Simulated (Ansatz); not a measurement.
# SiNH (singlet): relaxing a cheap start

Where does this start of SiNH (singlet) end when it is relaxed?

Computed with Ansatz 0.2.0, Gaussian basis. Level: RKS PBE0/def2-TZVP.

**1. The starting structure**

3 atoms, charge 0, spin multiplicity 1.

Atoms are counted from 1 here; the program's logs count them from 0.

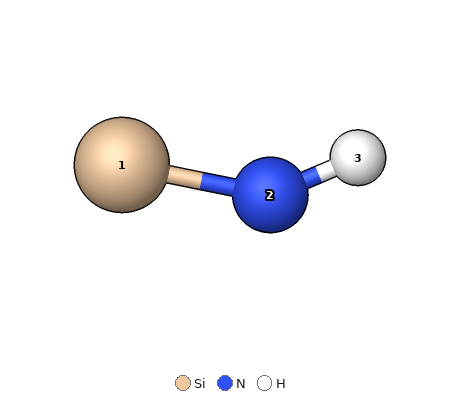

As it starts; silicon light orange, nitrogen blue, hydrogen white; atoms are numbered from 1 in the order of the file.

The start was built by rule and, where that kept it together, relaxed with GFN2-xTB. Sticks and bond lists go by distance. 

**2. Relaxation**

The input, in.yaml:

```yaml
crystal:
  periodic: [false, false, false]
  atoms:
    - {symbol: Si, position_ang: [-1.312435, -0.323739, -0.001261]}
    - {symbol: N, position_ang: [0.274309, -0.161805, 0.001346]}
    - {symbol: H, position_ang: [1.038126, 0.485544, -0.000085]}
basis:
  gaussian: {orbitals: def2-TZVP}
hamiltonian: {xc: pbe0}
relax: {f_tol: 0.004, max_steps: 80}
```

Command:

```
$ ansatz run in.yaml --threads 1 --pin off --events-out ev --progress --plain --max-ram 2176MiB
```

**Question.** What will these runs give? Wanted: energy gained; shift from the start; total energy; dipole moment.

As calculated:

| quantity | value |
| --- | --- |
| steps | 7 |
| energy gained | 0.196 eV |
| shift from the start (rms) | 0.172 Å |
| total energy | -9378.8064 eV |
| dipole moment | 0.21 D |

**Reading.** The bonds of the start are those of the end. Si1–N2 went from 1.595 to 1.546 Å. No vibrations were run, so this is a stationary point, not a proven minimum, and this spin need not be the ground state's.
